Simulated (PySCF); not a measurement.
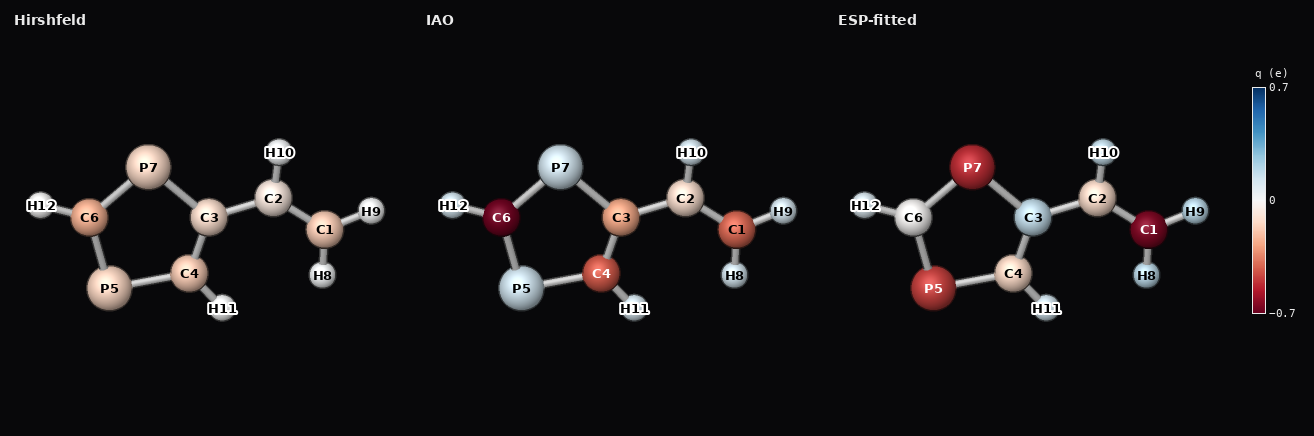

Atomic charges of one calculation by 3 schemes, on one colour scale. State: charge −1, singlet. Computed geometry: GFN2-xTB optimisation. No frequency run is at hand to confirm it as a minimum. Level of theory: PBE0/pcSseg-1 (PySCF 2.14.0).

Question: On which atom do the schemes disagree most?

Answer: On C6 (from −0.68 to −0.01 e).

List the charges (e), one line for each set of equivalent atoms.

```tsv
atom	Hirshfeld	IAO	ESP-fitted
C1	−0.17	−0.40	−0.66
C2	−0.07	−0.11	−0.13
C3	−0.12	−0.26	0.17
C4	−0.17	−0.43	−0.14
P5	−0.14	0.14	−0.48
C6	−0.24	−0.68	−0.01
P7	−0.13	0.13	−0.51
H8	0.02	0.12	0.18
H9	0.01	0.12	0.19
H10	0.02	0.12	0.16
H11	0.01	0.12	0.13
H12	0.00	0.13	0.10
```

The geometry is semi-empirical. Around P such bond lengths and angles can be off by a tenth of an ångström or more and by several degrees, and values that hang on the shape move with them.
